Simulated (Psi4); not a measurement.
# BHOF2 (difluorohydroxyborane) at revPBE/def2-SVPD

Aim: the vertical singlet–triplet gap of BHOF2 (difluorohydroxyborane) at revPBE/def2-SVPD, from 2 runs. 

The calculation is run with Psi4 1.11.

1 further run of the same task is left out (it didn't finish).

## Step 1: The system as given

BHOF2: 5 atoms, total charge 0, spin state singlet. As SMILES, `OB(F)F`. The shape is that of a PBE0-D4/def2-TZVP optimisation.

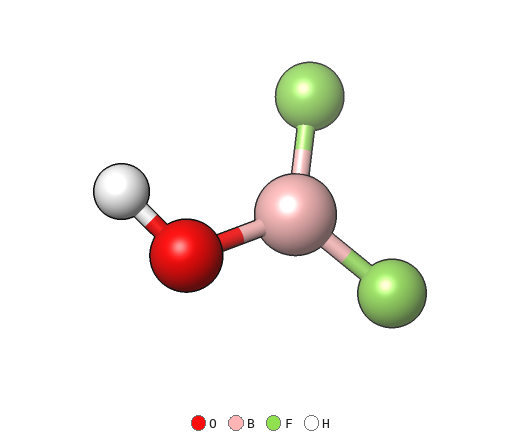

The structure, seen from a chosen angle (oxygen red, boron pink, fluorine green, hydrogen white).

## Step 2: Energy and forces at revPBE/def2-SVPD

File bf2ho.xyz:

```xyz
5
BF2HO
O      0.038630     1.000750     0.174310
B      0.105760    -0.342460     0.137210
F      0.731030    -0.986880     1.100700
F     -0.439530    -1.051930    -0.843330
H     -0.435890     1.380520    -0.568880
```

File calc.py:

```python
import psi4

psi4.set_memory('2200 MB')
psi4.set_num_threads(1)
psi4.core.set_output_file('bf2ho.out', False)

with open('bf2ho.xyz') as f:
    atoms = ''.join(f.readlines()[2:])
mol = psi4.geometry('0 1\n' + atoms + 'symmetry c1')

psi4.set_options({
    'puream': True,
    'e_convergence': 1e-09,
    'd_convergence': 1e-08,
    'scf_type': 'pk',
    'dft_radial_points': 99,
    'dft_spherical_points': 590,
})

e = psi4.gradient("revpbe/def2-SVPD")
print('gradient / Eh bohr^-1')
print(e.np.round(6))
for k, v in sorted(psi4.core.scalar_variables().items()):
    print(f'{k:45s} {v:18.10f}')
```

Command:

```console
$ python calc.py
```

bf2ho.out (excerpt; [...] marks lines left out):

```text
[...]
  Running in c1 symmetry.
[...]
  Nuclear repulsion =  112.725598717264262
[...]
  Multiplicity = 1
[...]
  Nalpha       = 16
  Nbeta        = 16
[...]
    Number of basis functions: 97
[...]
   @RKS iter   1:  -299.98262019117675   -1.83158e-01   8.56444e-03 ADIIS/DIIS
[...]
   @RKS iter  11:  -300.22889338326485   -6.59384e-12   6.36083e-09 DIIS
[...]
    Orbital Energies [Eh]
    ---------------------
    Doubly Occupied:
       1A    -24.304652     2A    -24.299896     3A    -18.822124
       4A     -6.653166     5A     -1.130343     6A     -1.101656
       7A     -0.966069     8A     -0.552075     9A     -0.510437
      10A     -0.481125    11A     -0.446444    12A     -0.408532
      13A     -0.386190    14A     -0.372332    15A     -0.344545
      16A     -0.331533
[...]
  @RKS Final Energy:  -300.22889338326485
   => Energetics <=
    Nuclear Repulsion Energy =            112.7255987172642619
    One-Electron Energy =                -639.3130941512466734
    Two-Electron Energy =                 260.2405513181041670
    DFT Exchange-Correlation Energy =     -33.8819492673865668
    Empirical Dispersion Energy =           0.0000000000000000
    VV10 Nonlocal Energy =                  0.0000000000000000
    Total Energy =                       -300.2288933832648468
[...]
 Multipole Moments:
 ------------------------------------------------------------------------------------
     Multipole            Electronic (a.u.)      Nuclear  (a.u.)        Total (a.u.)
 ------------------------------------------------------------------------------------
 L = 1.  Multiply by 2.5417464519 to convert [e a0] to [Debye]
 Dipole X            :          0.2650152           -0.5864318           -0.3214166
 Dipole Y            :         -2.3304953            2.8269837            0.4964885
 Dipole Z            :          0.1813942           -0.6583888           -0.4769946
 Magnitude           :                                                    0.7598245
[...]
  -Total Gradient:
     Atom            X                  Y                   Z
    ------   -----------------  -----------------  -----------------
       1       -0.004532555294    -0.010854343132    -0.008699109441
       2        0.000628813608    -0.006256793194     0.000352928102
       3       -0.010587313660     0.010490906037    -0.016360960829
       4        0.009048850020     0.011957466723     0.016290463075
       5        0.005451764932    -0.005372335146     0.008428611029
[...]
```

On the terminal:

```text
gradient / Eh bohr^-1
[[-0.004533 -0.010854 -0.008699]
 [ 0.000629 -0.006257  0.000353]
 [-0.010587  0.010491 -0.016361]
 [ 0.009049  0.011957  0.01629 ]
 [ 0.005452 -0.005372  0.008429]]
CURRENT ENERGY                                   -300.2288933833
CURRENT REFERENCE ENERGY                         -300.2288933833
DD SOLVATION ENERGY                                 0.0000000000
DFT FUNCTIONAL TOTAL ENERGY                      -300.2288933833
DFT TOTAL ENERGY                                 -300.2288933833
DFT VV10 ENERGY                                     0.0000000000
DFT XC ENERGY                                     -33.8819492674
GRID ELECTRONS ALPHA                               16.0000001913
GRID ELECTRONS BETA                                16.0000001913
GRID ELECTRONS TOTAL                               32.0000003826
NUCLEAR REPULSION ENERGY                          112.7255987173
ONE-ELECTRON ENERGY                              -639.3130941512
PCM POLARIZATION ENERGY                             0.0000000000
PE ENERGY                                           0.0000000000
SCF ITERATION ENERGY                             -300.2288933833
SCF ITERATIONS                                     11.0000000000
SCF TOTAL ENERGY                                 -300.2288933833
TWO-ELECTRON ENERGY                               260.2405513181
XC GRID RADIAL POINTS                              99.0000000000
XC GRID SPHERICAL POINTS                          590.0000000000
XC GRID TOTAL POINTS                           283252.0000000000
```

It took 23 s on 1 thread of Intel Xeon Platinum 8259CL at 2.50GHz (Skylake/Cascade Lake), shared host; peak memory 1.1 GiB.

## Step 3: The triplet

File calc.in:

```
memory 2.2 GB

molecule mol {
  0 3
  O
  B 1 R2
  F 2 R3 1 A3
  F 2 R4 3 A4 1 D4
  H 1 R5 2 A5 3 D5

  R2 = 1.345398
  R3 = 1.317024
  A3 = 119.47341
  R4 = 1.327459
  A4 = 118.28701
  D4 = 179.99915
  R5 = 0.960066
  A5 = 113.46811
  D5 = -179.99792
  symmetry c1
}

set {
  basis def2-SVPD
  reference uks
  puream true
  e_convergence 1e-09
  d_convergence 1e-08
  scf_type pk
  dft_radial_points 99
  dft_spherical_points 590
  maxiter 100
}

result, w = gradient("revpbe", return_wfn=True)
```

Command:

```console
$ psi4 -i calc.in -o calc.out -n 1
```

calc.out (excerpt; [...] marks lines left out):

```text
[...]
  Running in c1 symmetry.
[...]
  Nuclear repulsion =  112.725604400743080
[...]
  Multiplicity = 3
[...]
  Nalpha       = 17
  Nbeta        = 15
[...]
    Number of basis functions: 97
[...]
   @UKS iter   1:  -299.59437129410964    2.05091e-01   8.22328e-03 DIIS/ADIIS
[...]
   @UKS iter  25:  -299.91040473135098   -1.76215e-12   1.37843e-09 DIIS
[...]
   @S^2 Observed:                2.002121468E+00
[...]
  @UKS Final Energy:  -299.91040473135098
   => Energetics <=
    Nuclear Repulsion Energy =            112.7256044007430802
    One-Electron Energy =                -636.1331696710317374
    Two-Electron Energy =                 257.1977036126306189
    DFT Exchange-Correlation Energy =     -33.7005430736929696
    Empirical Dispersion Energy =           0.0000000000000000
    VV10 Nonlocal Energy =                  0.0000000000000000
    Total Energy =                       -299.9104047313509795
[...]
 Multipole Moments:
 ------------------------------------------------------------------------------------
     Multipole            Electronic (a.u.)      Nuclear  (a.u.)        Total (a.u.)
 ------------------------------------------------------------------------------------
 L = 1.  Multiply by 2.5417464519 to convert [e a0] to [Debye]
 Dipole X            :          0.0000182            0.0000378            0.0000560
 Dipole Y            :         -1.4139189            0.8605478           -0.5533711
 Dipole Z            :          3.0162947           -2.8334913            0.1828034
 Magnitude           :                                                    0.5827835
[...]
  -Total Gradient:
     Atom            X                  Y                   Z
    ------   -----------------  -----------------  -----------------
       1        0.000084120065     0.096751307323     0.038551855221
       2       -0.000046876161    -0.006657088404    -0.082267256529
       3       -0.000010963175     0.023388603343    -0.005337483562
       4        0.000031390284    -0.013072984068    -0.000704390226
       5       -0.000057678532    -0.100425005018     0.049793388456
[...]
```

Wall time 52 s (1 thread of Intel Xeon Platinum 8259CL at 2.50GHz (Skylake/Cascade Lake), shared host); peak memory 1.1 GiB.

## Step 4: Summary of results

At revPBE/def2-SVPD:

| quantity | value |
| --- | --- |
| singlet: total energy | -300.22889 Eh |
| singlet: dipole moment | 1.93 D |
| singlet: HOMO energy | -9.02 eV |
| singlet: LUMO energy | -0.91 eV |
| singlet: HOMO–LUMO gap | 8.11 eV |
| singlet: largest force on an atom | 1.139 eV/Å |
| triplet: total energy | -299.91040 Eh |
| triplet: dipole moment | 1.48 D |
| triplet: HOMO energy (highest over α and β) | -2.37 eV |
| triplet: ⟨S²⟩ | 2.002 |
| triplet: largest force on an atom | 5.764 eV/Å |
| vertical energy of the triplet above the singlet | 8.667 eV |

In words: At this shape the triplet lies 8.67 eV (836 kJ/mol) above the singlet. The largest force (singlet) is 1.14 eV/Å: the shape isn't a stationary point for this species at this level.
